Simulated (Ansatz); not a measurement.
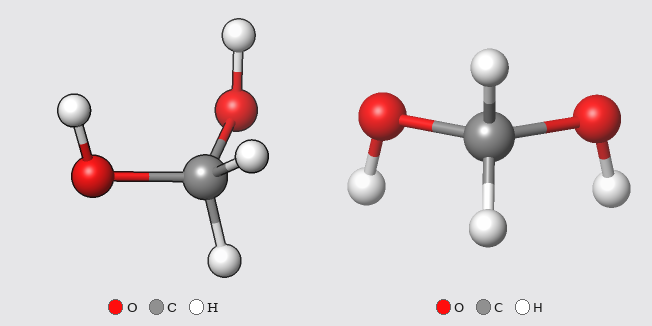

Both panels show the same species.

Computed geometry: PBE0-D4/def2-TZVP optimisation.

Description:

The molecule is CH₄O₂. SMILES: `OCO`. It has no ring. Among its groups: alcohol. This geometry has Cs symmetry. Coordination: 2 O bent; 1 C tetrahedral.

The parts below concern this one geometry. Atoms keep their numbers from picture to picture.

## Geometry

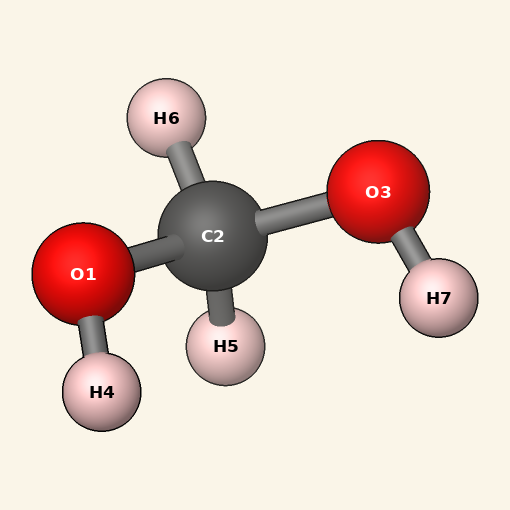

Which atoms are bonded, and how long are the bonds?

```
 bond  length (Å)   order
O1–C2       1.397  single
O1–H4       0.960  single
C2–O3       1.397  single
C2–H5       1.100  single
C2–H6       1.090  single
O3–H7       0.960  single
```

## Dipole moment

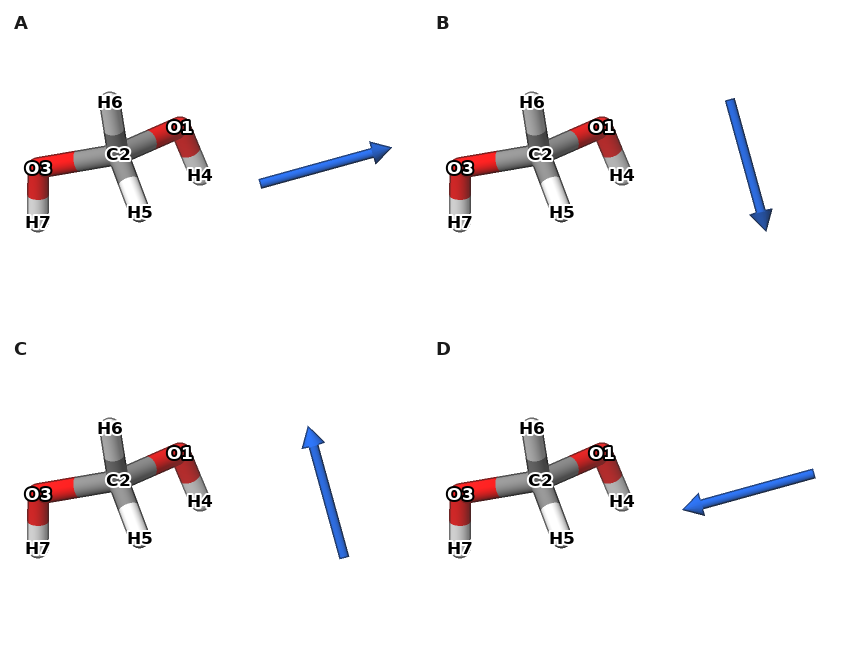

The same molecule four times, each with an arrow. Method: RKS PBE0-D4/def2-TZVP (Ansatz 0.2.0).

**Which arrow points along the dipole moment, from the negative to the positive end?**

B. The dipole moment is 2.81 D; it points from the side of H6 to the side of H5 (the outermost atoms at the two ends).

## Thermal motion

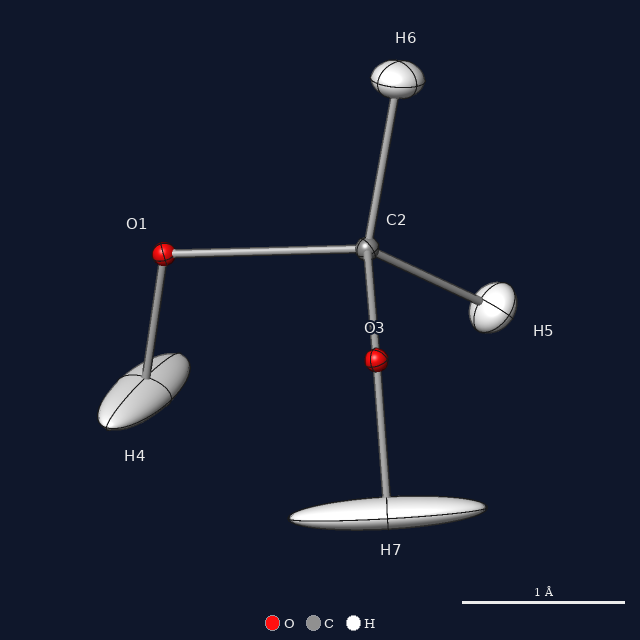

Displacement ellipsoids at the 50 % level, from the internal vibrations of the free molecule (harmonic, no overall translation or rotation; no half-axis is drawn under 0.075 Å). Vibrations computed with RKS PBE0-D4/def2-TZVP (Ansatz 0.2.0). Temperature: 400 K.

**Which atom moves most?**

H4, H7, with U_eq = 0.0583 Å².

**Does H7 move more along its bond or across it?**

Across it: the root-mean-square amplitude is 0.066 Å along the bond and up to 0.396 Å across, since bending and torsion are softer than stretching.

List U_eq and the three principal root-mean-square amplitudes for each kind of atom.

| atom | U_eq (Å²) | rms amplitudes (Å) |
| --- | --- | --- |
| O1, O3 | 0.00080 | 0.013, 0.026, 0.039 |
| C2 | 0.00092 | 0.025, 0.030, 0.036 |
| H4, H7 | 0.0581 | 0.065, 0.119, 0.395 |
| H5 | 0.0102 | 0.076, 0.111, 0.111 |
| H6 | 0.0099 | 0.075, 0.109, 0.110 |

## Charges

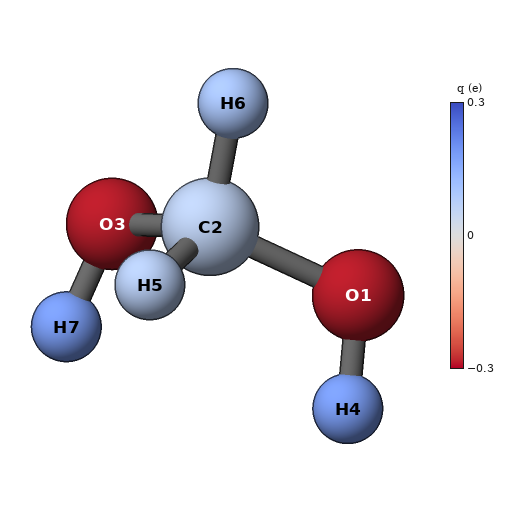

Atoms are coloured by their Mulliken charges. Method: RKS PBE-D4/def2-TZVPP (Ansatz 0.2.0).

Give the Mulliken charges atom by atom.

```tsv
atom	value (e)
O1	−0.29
C2	0.06
O3	−0.29
H4	0.17
H5	0.07
H6	0.10
H7	0.17
```

Mulliken values depend strongly on the basis set and can even reverse the polarity of a bond.
